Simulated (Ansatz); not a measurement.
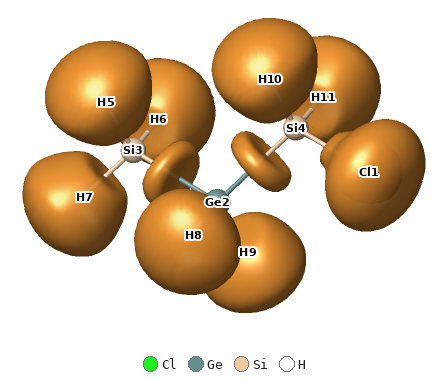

*ClGeH₇Si₂ (SMILES [SiH3][GeH2][SiH2]Cl). Isosurface of the electron localisation function at 0.8 (orange), seen at a tilt. Core shells and regions of very low density are left out.*

Geometry: PBE0-D3(BJ)/pcseg-1.

Level of theory: isolated molecule in a Gaussian basis; Kohn-Sham density functional theory, functional PBE0 in Ansatz.

```xyz
11

Cl   -2.9479    1.0389    1.5112
Ge   -0.5299    0.2142   -1.1215
Si    0.9793   -1.4963   -1.8155
Si   -1.6364   -0.4476    0.8778
H     1.9859   -1.7380   -0.7403
H     0.2216   -2.7584   -2.0619
H     1.6841   -1.0938   -3.0672
H     0.2310    1.5246   -0.8568
H    -1.5857    0.4706   -2.2106
H    -0.6591   -0.6794    1.9786
H    -2.4359   -1.6867    0.6628
```

**Where are the electrons localised?**

At this value the surface marks out two regions between bonded Ge–Si atoms (shared pairs), seven regions around hydrogen nuclei and one region on Cl in which the atom's valence shell and bonds are merged. Profiles from the grid: Si–Cl (2.08 Å): the ELF peaks at about 0.85 between the atoms, as expected for a polar covalent bond. Si–Ge (2.38 Å): the ELF peaks at about 0.95 between the atoms: a covalent bond.
